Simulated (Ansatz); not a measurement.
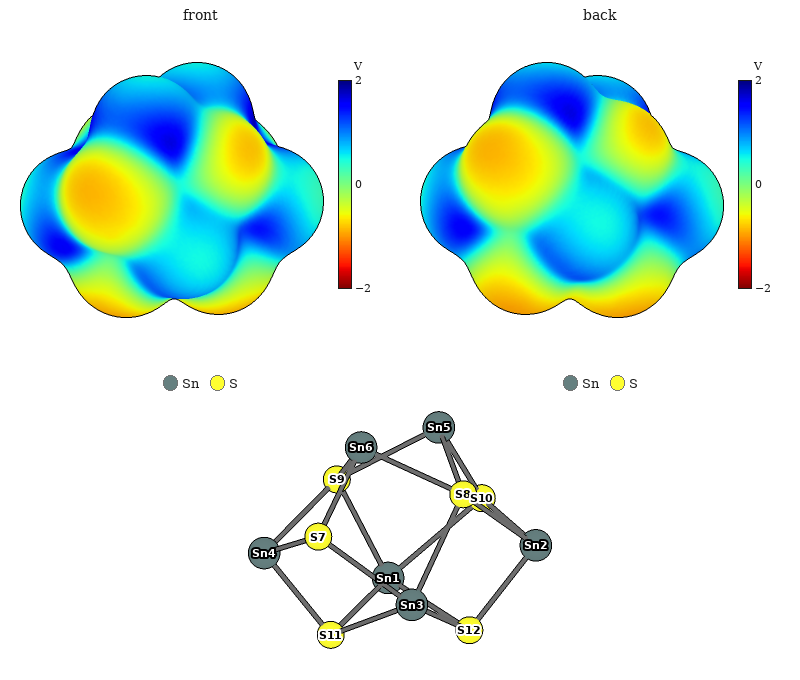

*S6Sn6. The electrostatic potential painted on the density surface at 0.002 e/bohr³, seen from the front and from behind; the colour scale runs from red (negative) to blue (positive). The bare structure is drawn below in the same view.*

Geometry: PBE-D4/def2-SVP; core potentials replace the inner electrons of Sn.

Computed with RKS PBE0-D4/def2-SVP in Ansatz 0.2.0.

```xyz
12

Sn   -0.6523    1.9565   -1.0569
Sn   -0.4850    1.6117    2.7834
Sn    2.2671    0.0630    0.4713
Sn    0.8755   -1.1274   -2.9245
Sn   -2.6055   -0.7050    1.0009
Sn   -0.2529   -2.8670    0.0322
S     2.0063   -2.4674   -0.9889
S    -0.0052   -0.9704    1.9317
S    -1.4169   -0.8074   -1.4160
S    -2.5412    1.7986    1.1844
S     1.7909    1.0307   -1.9516
S     1.0192    2.4843    0.9340
```

> Describe the electrostatic potential map.

The most negative region (about −0.9 V) lies over S11 and S12, the most positive (about +1.7 V) over Sn2, Sn5 and Sn6.
